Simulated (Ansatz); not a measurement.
Run report: AlB2H5, geometry relaxation (part 2 of 2)

The same run, continued: AlB2H5; UHF/6-31G (Ansatz 0.2.0). It belongs to a series of runs on one base structure; here: end point A relaxed.

Geometry of the input (Å):
```
B  -1.2201  0.8677  -1.2286
Al 0.2540  0.4794  0.2186
B  0.9761  -1.3251  1.0192
H  -1.8435  0.0190  -1.7678
H  -1.5139  1.9534  -1.5878
H  0.9447  1.7756  0.8116
H  1.8250  -1.3791  1.8382
H  0.5775  -2.3909  0.6966
```

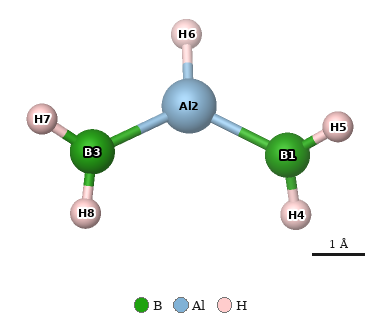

*The geometry at step 15 of the log (ball-and-stick view, seen at a tilt; atoms are numbered from 1 in the order of the input).*

## Trajectory as extended XYZ, continued
```
8
Properties=species:S:1:pos:R:3:forces:R:3 step=6 energy=-8001.16428 accepted=F
B    -1.2385    0.8495   -1.2587   -0.0563   0.0201   0.0641
Al    0.3174    0.5932    0.2682    0.0327  -0.0078  -0.0400
B     0.9825   -1.3631    1.0087   -0.0478   0.0146   0.0736
H    -1.8373   -0.0727   -1.7201    0.0160   0.0052  -0.0201
H    -1.5587    1.9265   -1.6566    0.0173  -0.0093  -0.0377
H     1.0059    1.9189    0.8870   -0.0090  -0.0016   0.0073
H     1.8246   -1.4667    1.8461    0.0215  -0.0154  -0.0277
H     0.5042   -2.3857    0.6254    0.0256  -0.0058  -0.0195
8
Properties=species:S:1:pos:R:3:forces:R:3 step=7 energy=-8001.16511
B    -1.2507    0.8550   -1.2555    0.0229   0.0062  -0.0182
Al    0.3075    0.5827    0.2675   -0.0134   0.0042   0.0165
B     0.9790   -1.3672    1.0219    0.0226   0.0051  -0.0171
H    -1.8443   -0.0588   -1.7394   -0.0098  -0.0004   0.0116
H    -1.5510    1.9366   -1.6570   -0.0072  -0.0067  -0.0021
H     1.0023    1.9082    0.8804   -0.0009  -0.0008   0.0003
H     1.8380   -1.4583    1.8433   -0.0062  -0.0081   0.0035
H     0.5191   -2.3983    0.6388   -0.0081   0.0006   0.0055
8
Properties=species:S:1:pos:R:3:forces:R:3 step=8 energy=-8001.16579
B    -1.2423    0.8511   -1.2524   -0.0082   0.0019  -0.0097
Al    0.3143    0.5975    0.2753   -0.0085  -0.0015   0.0052
B     0.9783   -1.3609    1.0136    0.0131  -0.0061  -0.0096
H    -1.8442   -0.0753   -1.7025   -0.0044   0.0156   0.0075
H    -1.5432    1.9212   -1.6842    0.0134  -0.0163  -0.0029
H     0.9989    1.9228    0.8977   -0.0018   0.0042   0.0060
H     1.8337   -1.4757    1.8360   -0.0047   0.0032  -0.0045
H     0.5044   -2.3807    0.6164    0.0011  -0.0010   0.0080
8
Properties=species:S:1:pos:R:3:forces:R:3 step=9 energy=-8001.16657
B    -1.2367    0.8481   -1.2486   -0.0309  -0.0016  -0.0309
Al    0.3182    0.6094    0.2832   -0.0097  -0.0071  -0.0025
B     0.9803   -1.3562    1.0041    0.0031  -0.0195   0.0043
H    -1.8554   -0.0865   -1.6621    0.0048   0.0513   0.0199
H    -1.5229    1.9068   -1.7199    0.0293  -0.0458   0.0076
H     0.9891    1.9348    0.9190   -0.0051   0.0055   0.0103
H     1.8329   -1.4893    1.8270   -0.0043   0.0125  -0.0175
H     0.4945   -2.3672    0.5973    0.0127   0.0047   0.0088
8
Properties=species:S:1:pos:R:3:forces:R:3 step=10 energy=-8001.16029 accepted=F
B    -1.2139    0.8372   -1.2405   -0.3356   0.0271  -0.2807
Al    0.3274    0.6492    0.3129   -0.0197  -0.0138  -0.0240
B     0.9889   -1.3405    0.9708    0.0143  -0.0985   0.0303
H    -1.9279   -0.1165   -1.4928    0.2602   0.5246   0.0708
H    -1.4189    1.8530   -1.8765    0.1032  -0.5330   0.2413
H     0.9345    1.9758    1.0115   -0.0336  -0.0238   0.0049
H     1.8407   -1.5347    1.7866   -0.0468   0.0552  -0.0829
H     0.4692   -2.3235    0.5279    0.0581   0.0623   0.0403
8
Properties=species:S:1:pos:R:3:forces:R:3 step=11 energy=-8001.17368
B    -1.2352    0.8490   -1.2561   -0.0559   0.0257  -0.0460
Al    0.3082    0.6022    0.2860   -0.0244  -0.0111  -0.0045
B     0.9926   -1.3608    0.9949    0.0120  -0.0055   0.0082
H    -1.9249   -0.0608   -1.6139    0.0344   0.0844   0.0457
H    -1.4503    1.8997   -1.7850    0.0445  -0.0958   0.0072
H     0.9425    1.9287    0.9610   -0.0241  -0.0135   0.0062
H     1.8610   -1.4783    1.8033    0.0081   0.0009  -0.0202
H     0.5060   -2.3798    0.6097    0.0055   0.0150   0.0034
8
Properties=species:S:1:pos:R:3:forces:R:3 step=12 energy=-8001.18354
B    -1.2258    0.8484   -1.2582   -0.1094   0.0519  -0.1171
Al    0.3010    0.6082    0.2994   -0.0236  -0.0021  -0.0081
B     1.0019   -1.3585    0.9836    0.0130  -0.0114   0.0108
H    -1.9660   -0.0504   -1.5524    0.0800   0.1810   0.0576
H    -1.3877    1.8763   -1.8592    0.0635  -0.2282   0.0719
H     0.8928    1.9360    1.0107   -0.0346  -0.0230   0.0157
H     1.8987   -1.4899    1.7594   -0.0012   0.0109  -0.0469
H     0.4851   -2.3700    0.6166    0.0125   0.0210   0.0161
8
Properties=species:S:1:pos:R:3:forces:R:3 step=13 energy=-8001.19801
B    -1.2131    0.8452   -1.2603   -0.2071   0.0866  -0.2382
Al    0.2951    0.6191    0.3152   -0.0471   0.0046   0.0020
B     1.0120   -1.3519    0.9679    0.0454  -0.0354  -0.0087
H    -2.0293   -0.0272   -1.4586    0.2220   0.3757   0.0542
H    -1.2988    1.8289   -1.9636    0.0494  -0.4511   0.2156
H     0.8291    1.9423    1.0820   -0.0521  -0.0365   0.0039
H     1.9394   -1.5033    1.7051   -0.0311   0.0242  -0.0735
H     0.4656   -2.3531    0.6122    0.0207   0.0319   0.0447
8
Properties=species:S:1:pos:R:3:forces:R:3 step=14 energy=-8001.22848
B    -1.2026    0.8478   -1.2608   -0.2295   0.1785  -0.3580
Al    0.2552    0.6127    0.3517    0.0511   0.0236  -0.1755
B     1.0469   -1.3532    0.9287   -0.1533  -0.0576   0.2587
H    -2.1196    0.0606   -1.3737    0.2876   0.3993   0.0130
H    -1.1643    1.7495   -2.0861   -0.0031  -0.5903   0.4211
H     0.7262    1.9338    1.1620   -0.0815  -0.0622   0.0576
H     2.0146   -1.4971    1.6170   -0.0075   0.0091  -0.2069
H     0.4437   -2.3541    0.6613    0.1361   0.0998  -0.0100
8
Properties=species:S:1:pos:R:3:forces:R:3 step=15 energy=-8001.29222
B    -1.1710    0.8458   -1.2701   -0.3338   0.1809  -0.4684
Al    0.2258    0.5995    0.3503    0.1591   0.0242   0.1064
B     1.0493   -1.3399    0.9213    0.0544  -0.1892   0.2045
H    -2.1562    0.1469   -1.3401    0.2578   0.2873   0.0133
H    -1.0608    1.6776   -2.1478   -0.0105  -0.4234   0.3159
H     0.6019    1.8950    1.2505   -0.0927  -0.0587   0.0222
H     2.1204   -1.4879    1.4481   -0.1955   0.0227  -0.2462
H     0.3906   -2.3371    0.7878    0.1612   0.1563   0.0524
8
Properties=species:S:1:pos:R:3:forces:R:3 step=16 energy=-8001.34433
B    -1.1648    0.8710   -1.2753    0.0249  -0.0609  -0.4737
Al    0.2076    0.5888    0.3696   -0.0837   0.0975   0.1661
B     1.0513   -1.3401    0.9317    0.4433  -0.2698   0.0458
H    -2.1915    0.2465   -1.3220    0.0956   0.2267   0.0624
H    -0.9622    1.5911   -2.2240   -0.0582  -0.2103   0.3100
H     0.4763    1.8715    1.3303   -0.0282  -0.0965   0.0016
H     2.2115   -1.4916    1.2731   -0.5996   0.0468  -0.2268
H     0.3718   -2.3372    0.9166    0.2060   0.2665   0.1146
8
Properties=species:S:1:pos:R:3:forces:R:3 step=17 energy=-8001.41258
B    -1.1338    0.8518   -1.2985    0.0766   0.0813  -0.0009
Al    0.1681    0.5865    0.4057   -0.0600   0.0265   0.0904
B     1.0557   -1.3338    0.9034    0.2017   0.0426   0.0898
H    -2.2259    0.3615   -1.2774    0.0438   0.1053  -0.0877
H    -0.8406    1.4743   -2.2781   -0.0853  -0.1338   0.0569
H     0.3641    1.8428    1.4266   -0.0386  -0.1486  -0.0731
H     2.2385   -1.4735    1.0762   -0.2760  -0.0660  -0.1154
H     0.3739   -2.3098    1.0422    0.1379   0.0927   0.0400
8
Properties=species:S:1:pos:R:3:forces:R:3 step=18 energy=-8001.45957
B    -1.1183    0.8644   -1.3100   -0.0102  -0.0300   0.0483
Al    0.1189    0.5582    0.4302    0.0375   0.0505   0.0152
B     1.0764   -1.3197    0.9044   -0.0118  -0.0379   0.0143
H    -2.2509    0.4800   -1.2952    0.0253   0.0691  -0.0716
H    -0.7585    1.3971   -2.3147   -0.0226  -0.0316   0.0083
H     0.2587    1.7793    1.4880   -0.0336  -0.0429  -0.0079
H     2.2591   -1.4927    0.8782   -0.0984  -0.0152  -0.0392
H     0.4146   -2.2665    1.2191    0.1138   0.0380   0.0325
8
Properties=species:S:1:pos:R:3:forces:R:3 step=19 energy=-8001.48103
B    -1.1108    0.8672   -1.3137   -0.0341   0.0585  -0.0764
Al    0.0866    0.5421    0.4507   -0.0935  -0.0915   0.0162
B     1.0811   -1.3202    0.9048    0.0609  -0.0482   0.0237
H    -2.2793    0.6108   -1.3350    0.0691  -0.0003   0.0143
H    -0.6779    1.3190   -2.3318   -0.0025  -0.0270   0.0447
H     0.1562    1.7328    1.5409    0.0305   0.0248   0.0072
H     2.2421   -1.5067    0.6865   -0.0756   0.0020  -0.0032
H     0.5020   -2.2448    1.3977    0.0452   0.0817  -0.0265
8
Properties=species:S:1:pos:R:3:forces:R:3 step=20 energy=-8001.47797 accepted=F
B    -1.1015    0.8888   -1.3196   -0.0548  -0.2093   0.0235
Al    0.0364    0.5139    0.4714    0.1795   0.1703  -0.0516
B     1.0918   -1.3134    0.9055   -0.1293  -0.0691  -0.0246
H    -2.2644    0.6242   -1.3503   -0.0488   0.0668  -0.0531
H    -0.6455    1.3104   -2.3367    0.0208   0.0638   0.0315
H     0.1239    1.7103    1.5592   -0.0247  -0.0217   0.0245
H     2.2178   -1.5363    0.5837    0.0081   0.0489   0.0125
H     0.5414   -2.1979    1.4869    0.0492  -0.0497   0.0374
8
Properties=species:S:1:pos:R:3:forces:R:3 step=21 energy=-8001.48493
B    -1.1109    0.8701   -1.3161   -0.0172   0.0150  -0.0201
Al    0.0636    0.5296    0.4611   -0.0229  -0.0186  -0.0015
B     1.0796   -1.3207    0.9070    0.0130  -0.0167   0.0071
H    -2.2778    0.6187   -1.3541    0.0158   0.0018  -0.0009
H    -0.6582    1.3200   -2.3247    0.0064  -0.0065   0.0188
H     0.1498    1.7264    1.5466    0.0090   0.0012   0.0000
H     2.2263   -1.5112    0.6354   -0.0188   0.0047  -0.0041
H     0.5276   -2.2330    1.4447    0.0147   0.0192   0.0005
8
Properties=species:S:1:pos:R:3:forces:R:3 step=22 energy=-8001.48593
B    -1.1131    0.8729   -1.3184   -0.0141  -0.0018   0.0013
Al    0.0455    0.5179    0.4664   -0.0036   0.0033  -0.0184
B     1.0779   -1.3237    0.9068    0.0181  -0.0360   0.0485
H    -2.2807    0.6317   -1.3757    0.0069   0.0028  -0.0037
H    -0.6388    1.3232   -2.3163    0.0026   0.0013   0.0050
H     0.1404    1.7155    1.5512    0.0032  -0.0047   0.0009
H     2.2131   -1.5158    0.5871   -0.0455  -0.0018   0.0048
H     0.5557   -2.2217    1.4989    0.0325   0.0369  -0.0383
8
Properties=species:S:1:pos:R:3:forces:R:3 step=23 energy=-8001.48469 accepted=F
B    -1.1153    0.8741   -1.3160    0.0142  -0.0500  -0.0137
Al    0.0397    0.5180    0.4717    0.0039   0.0229   0.0462
B     1.0789   -1.3183    0.9207   -0.0291  -0.0767  -0.1267
H    -2.2805    0.6279   -1.3898    0.0000   0.0153   0.0125
H    -0.6280    1.3219   -2.3087   -0.0031   0.0191   0.0019
H     0.1404    1.7172    1.5544   -0.0047   0.0084  -0.0062
H     2.1989   -1.5194    0.5577   -0.0090   0.0185   0.0578
H     0.5659   -2.2215    1.5100    0.0277   0.0425   0.0282
8
Properties=species:S:1:pos:R:3:forces:R:3 step=24 energy=-8001.48619
B    -1.1167    0.8740   -1.3200    0.0020  -0.0016   0.0026
Al    0.0432    0.5130    0.4631    0.0000   0.0001   0.0002
B     1.0794   -1.3255    0.9119   -0.0020   0.0033  -0.0017
H    -2.2839    0.6344   -1.3823   -0.0005  -0.0001   0.0000
H    -0.6390    1.3315   -2.3131    0.0008   0.0007   0.0006
H     0.1424    1.7118    1.5466    0.0000  -0.0025  -0.0022
H     2.2112   -1.5177    0.5868    0.0001   0.0003  -0.0005
H     0.5634   -2.2216    1.5070   -0.0002  -0.0001   0.0011
```

## Key numbers

| quantity | value |
| --- | --- |
| outcome | converged |
| total energy | −8001.4862 eV |
| mean-field energy | −8001.4862 eV |
| largest force (length of the vector) at the end | 0.004 eV/Å |
| hardware | 1 thread of Arm Neoverse V2, 24 GiB of memory available, shared host |
| wall time | 15 s |
| peak memory | 0.091 GiB |
